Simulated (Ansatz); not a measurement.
## A van 't Hoff estimate for C2H4AlF ⇌ C2H2AlF + H2

Species: C2H4AlF `C=[CH][AlH][F]`, singlet; C2H2AlF `C#[C][AlH][F]`, singlet; H2 (hydrogen), singlet. This is a balance of energies; it says nothing on the path, which may need atoms to shift.

The electronic reaction energy at CCSD(T)/CBS estimate is +153.3 kJ/mol. Shapes: PBE0-D4/def2-TZVP. Flexible molecules stand in one conformer, not always the lowest. Programs: Ansatz 0.2.0. Enthalpy and entropy come from rigid-rotor, harmonic-oscillator sums on unscaled PBE0-D4/def2-TZVP wavenumbers, ideal gases at 1 bar. Symmetry numbers: C2H4AlF 1, C2H2AlF 1, H2 2. R = 8.3145 J/(mol K).

| T (K) | ΔH (kJ/mol) | ΔS (J/(mol K)) |
| --- | --- | --- |
| 800 | +133.0 | +135.3 |
| 1100 | +132.8 | +135.1 |
| 1400 | ? | ? |

Q: Work out ln K at 800 and 1100 K, and from these estimate it at 1400 K.

A: 
1. 800 K: ΔG = +133.0 − 800 × (+135.3)/1000 = +24.8 kJ/mol; ln K = −ΔG/RT = -3.73.
2. 1100 K: ΔG = +132.8 − 1100 × (+135.1)/1000 = -15.8 kJ/mol; ln K = −ΔG/RT = +1.73.
3. Slope against 1000/T: (+1.73 − (-3.73))/(0.9091 − 1.2500) = -16.02, that is −ΔH/R with ΔH near +133 kJ/mol.
4. 1400 K: ln K = -3.73 + (-16.02) × (0.7143 − 1.2500) = +4.85.

The full sums give ΔH = +131.1 kJ/mol, ΔS = +133.8 J/(mol K), ΔG = -56.2 kJ/mol and ln K = +4.83 at 1400 K, so the line is off by +0.02 in ln K; without rounding the miss is +0.02, from the change of ΔH with temperature. The products are favoured at 1 bar above about 980 K, give or take 75 K for 10 kJ/mol in the energy. The number of molecules rises, which sets the sign of ΔS, and lower pressure favours the products. An error of 10 kJ/mol in the energy moves ln K by 0.9 at 1400 K. Soft modes are treated as harmonic, which can err either way at these temperatures; the lowest are those of C2H4AlF (86 cm⁻¹), C2H2AlF (131 cm⁻¹). Other conformers aren't counted. The CBS estimate extrapolates MP2 from def2-TZVPP and def2-QZVPP and adds CCSD(T) − MP2 in the triple-zeta set, cores frozen; for H2 it overshoots the exact energy by about 1 mEh.

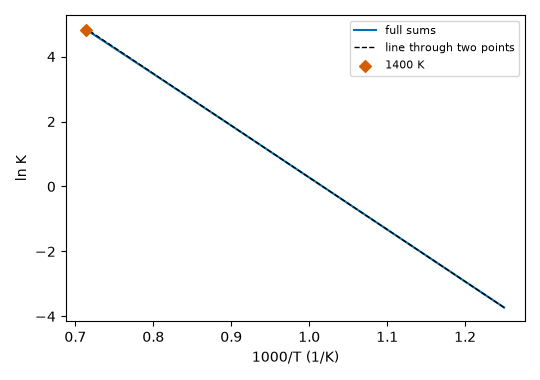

The van 't Hoff plot.
